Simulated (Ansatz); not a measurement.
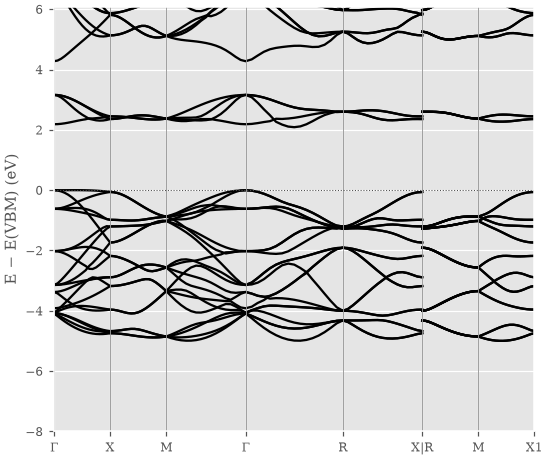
Figure. Band structure from DFT-r²SCAN in the program Ansatz with PAW potentials

Problem. Read off the gap and where the band edges lie.

Solution. About 2.1 eV (2.09 eV by a search for the band edges); maximum on the Γ–X line, 38 % of the way from Γ, minimum on the Γ–R line, 50 % of the way from Γ.

The material is MgSe2 in space group Pa-3 (No. 205; Mg on 4a, Se on 8c).

The workflow started from a Materials Project entry (that database holds measured and hypothetical structures alike); the Crystallography Open Database copy checked does not list it. Whether it is the stable phase at ambient conditions was not checked. The cell was relaxed with r²SCAN under the symmetry of its start; its stability against distortions is not shown here. Scalar-relativistic: spin–orbit coupling is off unless named, which matters more the heavier the elements.

Potentials: the earlier of the program's two PAW sets.
